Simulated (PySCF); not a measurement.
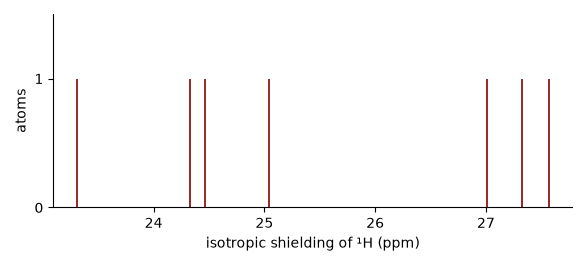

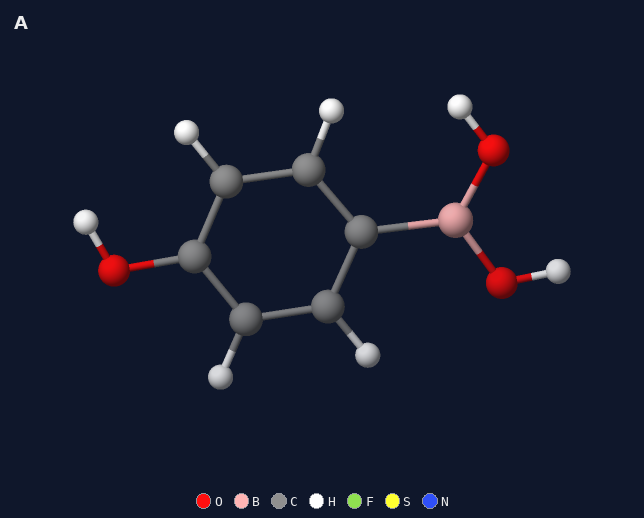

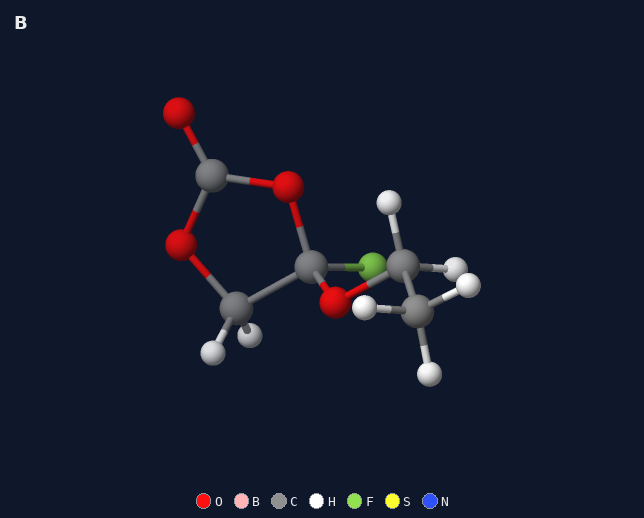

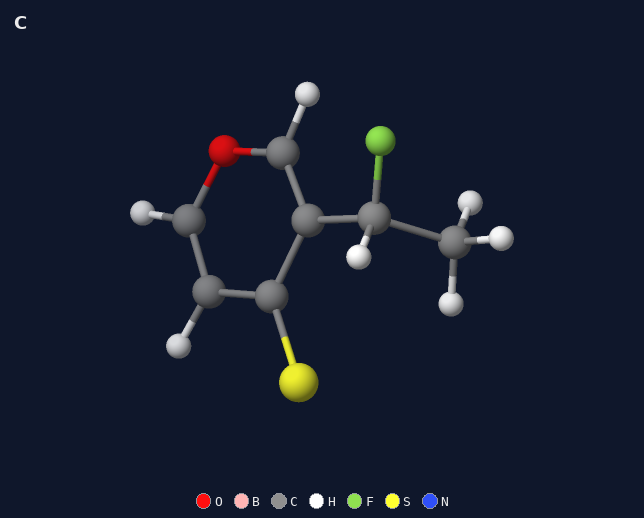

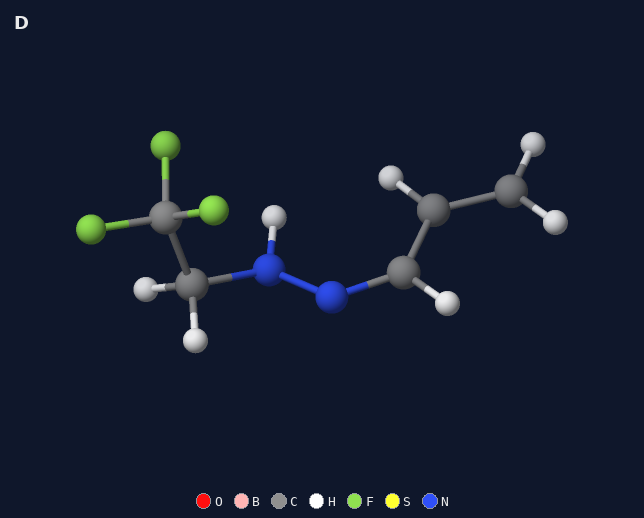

The sticks are computed shieldings of one of the molecules, for one fixed geometry (GFN2-xTB) without averaging over rotations. Low shielding means a high chemical shift. Method: GIAO PBE0/pcSseg-1 NMR shielding, non-relativistic, gas phase (PySCF 2.14.0).

Match the spectrum to a structure.

Answer. A, `OB(O)c1ccc(O)cc1`. Its 7 H atoms give lines at 23.31, 24.33, 24.46, 25.04, 27.01, 27.32, 27.57 ppm.

The geometry is semi-empirical. Around B such bond lengths and angles can be off by a tenth of an ångström or more and by several degrees, and values that hang on the shape move with them.
